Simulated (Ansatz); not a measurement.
```yaml
atoms:
  - { symbol: C, position_ang: [-1.0178, 1.3212, -1.9453] }
  - { symbol: Ge, position_ang: [0.4749, -0.0118, -1.9901] }
  - { symbol: O, position_ang: [-1.5619, 0.1956, -1.9496] }
  - { symbol: H, position_ang: [-1.6030, 2.2507, -1.9225] }
```

Geometry: B3LYP/6-31G*.

Computed with isolated molecule in a Gaussian basis; Kohn-Sham density functional theory, functional PBE0 (Ansatz 0.2.0).

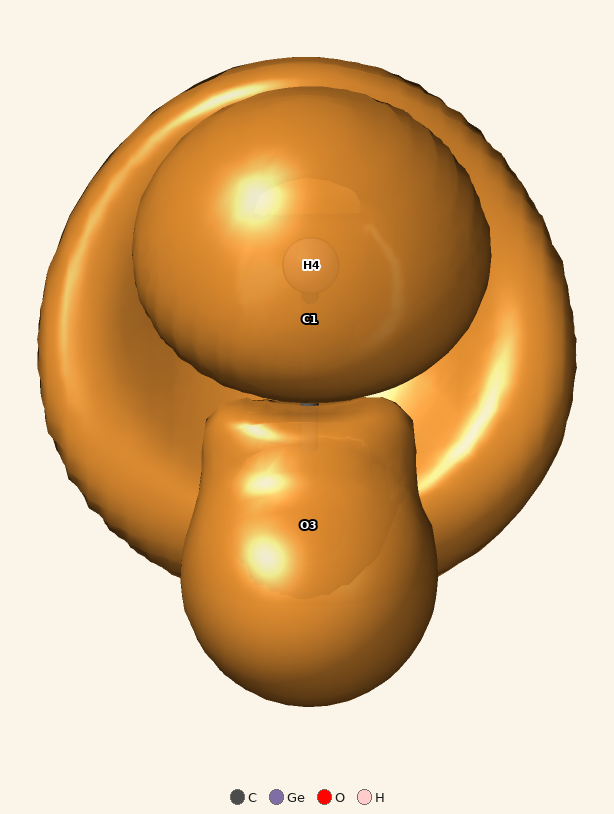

CHGeO (charge +1). Isosurface of the electron localisation function at 0.75 (orange), seen at an oblique angle. Core shells and regions of very low density are left out.

What do the ELF domains correspond to?

The surface consists of one region around a hydrogen nucleus, one region on O in which the atom's valence shell and bonds are merged and one lobe on Ge, pointing away from the bonds (lone pairs).

Values along the shortest contacts:
C–O (1.25 Å): the ELF peaks at about 0.85 between the atoms; a short, strongly polar bond. C–Ge (2.00 Å): the ELF peaks at about 0.80 in the valence shell of C, 0.7 Å from its nucleus, and is about 0.45 at the midpoint.
